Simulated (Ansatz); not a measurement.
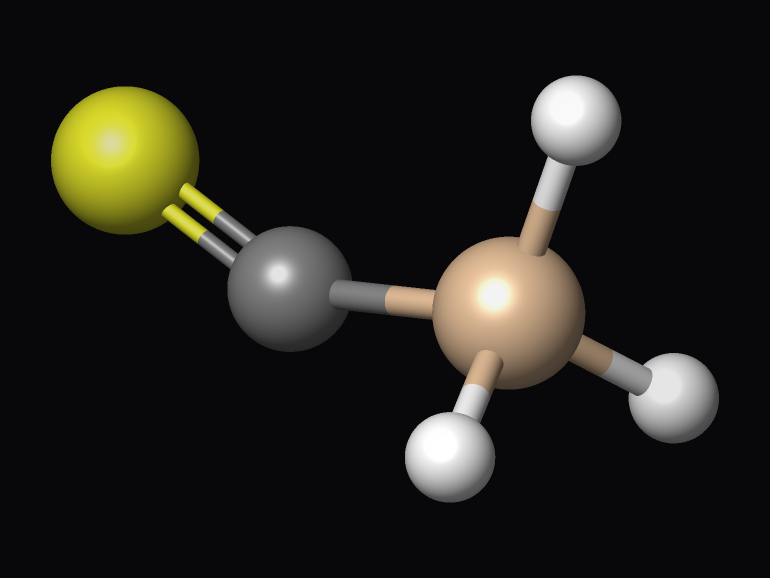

The picture shows a molecular structure as a ball-and-stick model. Double and triple bonds are drawn as two and three sticks. Colours: silicon light orange, carbon grey, sulfur yellow, hydrogen white.

Charge 0, doublet.

**What is the molecular formula?**

CH₃SSi, 6 atoms: 1 carbon, 3 hydrogen, 1 sulfur and 1 silicon.

**Give the symmetry (Schoenflies symbol).**

Cs.

**Give a SMILES string for it.**

[SiH3][C]=S

**Count the bonded pairs by element.**

3 Si–H, 1 C–Si, 1 C–S.

**How many atoms are distinct by symmetry?**

5: 1 Si, 1 C, 1 S, 2 H, 1 H.

The parts below concern this one geometry. Atoms keep their numbers from picture to picture. Computed geometry: PBE0-D4/def2-TZVP optimisation. No frequency run is at hand to confirm it as a minimum.

**Geometry**

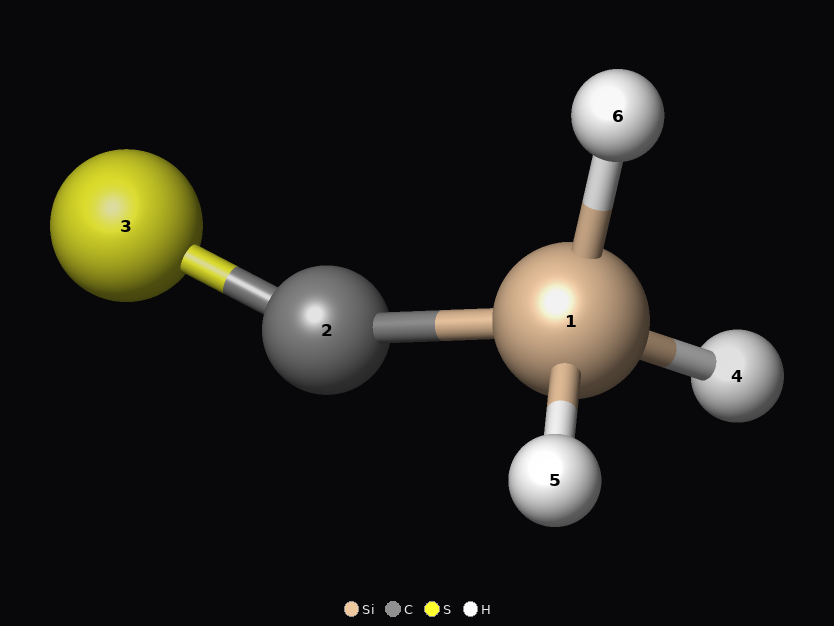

Atoms carry their numbers in the input. No frequency run is at hand to confirm it as a minimum.

Which atoms are bonded, and how long are the bonds?

```
  bond  length (Å)   order
Si1–C2       1.836  single
Si1–H4       1.484  single
Si1–H5       1.484  single
Si1–H6       1.490  single
 C2–S3       1.549  double
```

**Electronic properties**

No frequency run is at hand to confirm it as a minimum. Method: UKS PBE0-D4/def2-TZVPP (Ansatz 0.2.0).

**Give the ⟨S²⟩ of the determinant at this level.**

0.757.

**What is the HOMO energy (Kohn–Sham orbital)?**

−5.44 eV.

**Dipole moment**

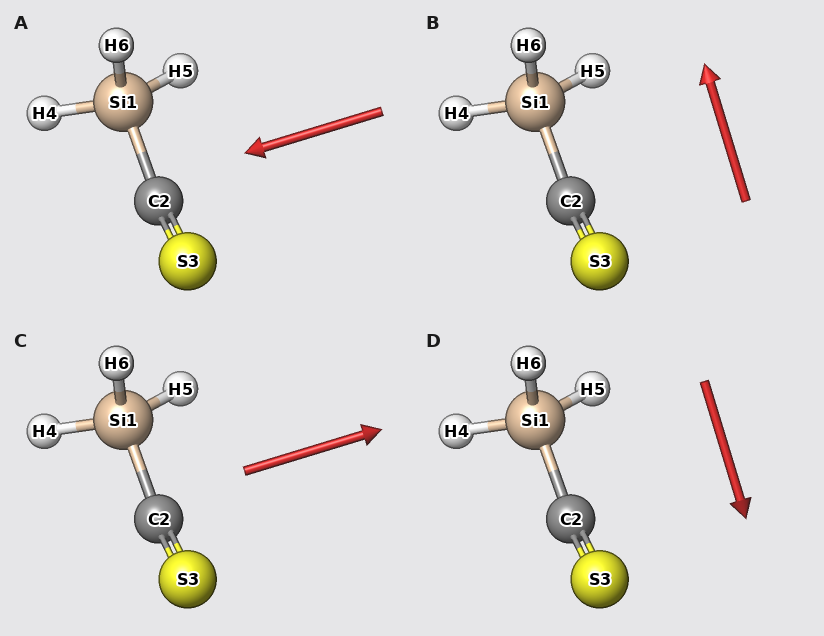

The same molecule four times, each with an arrow. No frequency run is at hand to confirm it as a minimum. Properties computed with UKS PBE0-D4/def2-TZVP (Ansatz 0.2.0).

**Which arrow points along the dipole moment, from the negative to the positive end?**

B. The dipole moment is 0.82 D; it points from the side of S3 to the side of H6 (the outermost atoms at the two ends).

**Charges**

The questions are on Mulliken charges. No frequency run is at hand to confirm it as a minimum. Level of theory: UKS PBE0-D4/def2-TZVP (Ansatz 0.2.0).

Give the Mulliken charges atom by atom.

```json
{"atom": "Si1", "value (e)": "0.17"}
{"atom": "C2", "value (e)": "−0.11"}
{"atom": "S3", "value (e)": "−0.04"}
{"atom": "H4", "value (e)": "0.00"}
{"atom": "H5", "value (e)": "0.00"}
{"atom": "H6", "value (e)": "−0.01"}
```

Mulliken values depend strongly on the basis set and can even reverse the polarity of a bond.
